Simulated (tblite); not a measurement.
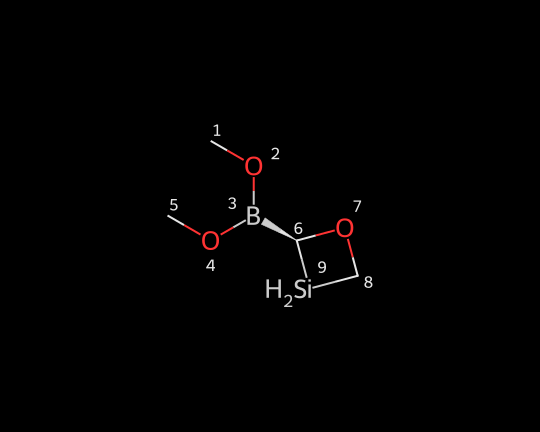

Skeletal drawing with numbered atoms; wedges and dashes mark any stereocentres. The configuration is that of a computed structure (GFN2-xTB).

Assign CIP descriptors.

Answer. C6: S.

Give a SMILES with the stereochemistry.

Answer. COB(OC)[C@H]1OC[SiH2]1
